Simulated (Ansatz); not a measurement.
System: HfH$_{3}$Cl.

Input

```
crystal:
  lattice:
    - [1.7041890481, -6.0614931858, 0.0]
    - [1.7041890481, 6.0614931858, 0.0]
    - [0.0, 0.0, 7.0321334743]
  atoms:
    - { symbol: Hf, position: [0.0, 0.0, 0.0] }
    - { symbol: Hf, position: [0.0, 0.0, 0.5] }
    - { symbol: H, position: [0.9187347445, 0.0812652555, 0.75] }
    - { symbol: H, position: [0.0812652555, 0.9187347445, 0.25] }
    - { symbol: H, position: [0.5781458792, 0.4218541208, 0.0687932883] }
    - { symbol: H, position: [0.4218541208, 0.5781458792, 0.5687932883] }
    - { symbol: H, position: [0.5781458792, 0.4218541208, 0.4312067117] }
    - { symbol: H, position: [0.4218541208, 0.5781458792, 0.9312067117] }
    - { symbol: Cl, position: [0.1499318034, 0.8500681966, 0.75] }
    - { symbol: Cl, position: [0.8500681966, 0.1499318034, 0.25] }
basis:
  ecutwfc: 420
kpoints:
  mp_grid: { grid: [10, 10, 6] }
hamiltonian:
  xc: pbe
scf:
  occupations: { method: gaussian, width: 0.1 }
output:
  forces: true
  stress: true
  eigenvalues: true
  write_density: true
  write_potential: true
  elf: true
  volumetric_format: npy
relax:
  adjacent_minimum: "off"
  f_tol: 0.01
  max_steps: 80
  cell: { stress_tol: 0.05 }
```

Command:

```sh
ansatz run input.yaml --threads 1 --pin off --max-ram 2560MiB --backend cpu --events-out ev --progress --plain --runs-dir out
```

Below, planes, directions and counts refer to the conventional cell (a = 3.43 Å, b = 12.60 Å, c = 7.08 Å, α = 90.00°, β = 90.00°, γ = 90.00°).

The fields are those of the run's last geometry, not of the input's.

Space group Cmcm; a generated structure, not necessarily the stable one.

Computed with Ansatz 0.2.0, DFT PBE, scalar-relativistic, plane waves, PAW.

Q: Predict the valence pseudo-density and electron localisation function between the atoms.

A: Hf–H (2.01 Å): ρ is about 0.77 e/Å³ halfway; the ELF climbs to about 1 towards the hydrogen.
Hf–Cl (2.53 Å): ρ is about 0.42 e/Å³ halfway; the ELF peaks at about 0.85 in the valence shell of Cl, 0.8 Å from its nucleus, and is about 0.30 at the midpoint.

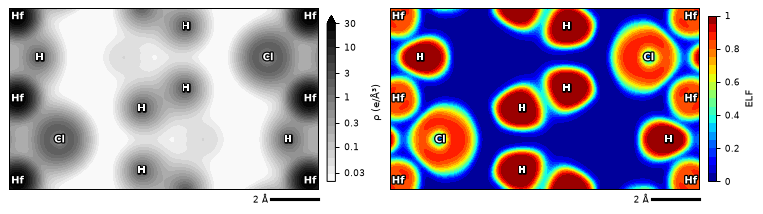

Computed valence pseudo-density and electron localisation function on the (100) plane of the conventional cell, in this order. 

Core electrons are frozen (PAW), and the valence fields are smoothed inside the atomic spheres.
